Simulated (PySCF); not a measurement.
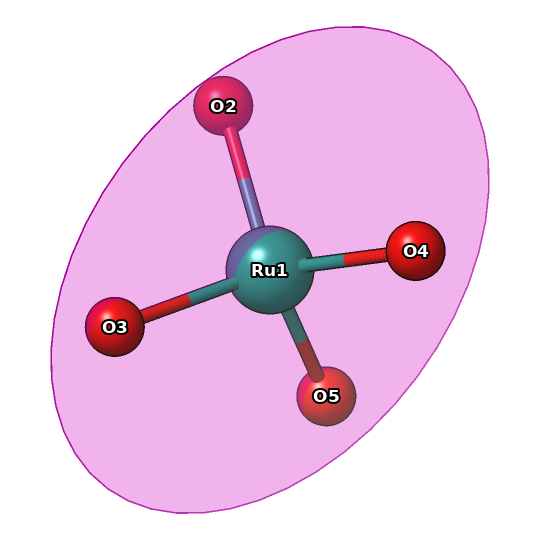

A disc through the centre of mass is drawn in. Distant atoms are faded towards the background colour. The species has charge −1 and is a spin doublet. The geometry was computed by an optimisation with PBE0-D3(BJ)/def2-SVP. No frequency run is at hand to confirm it as a minimum. Other spin states may lie lower.

Q: Is the plane of the disc a mirror plane of the structure?

A: Yes. The reflection leaves Ru1, O3, O5 in place and moves O2 ↔ O4. The point group is D2d.
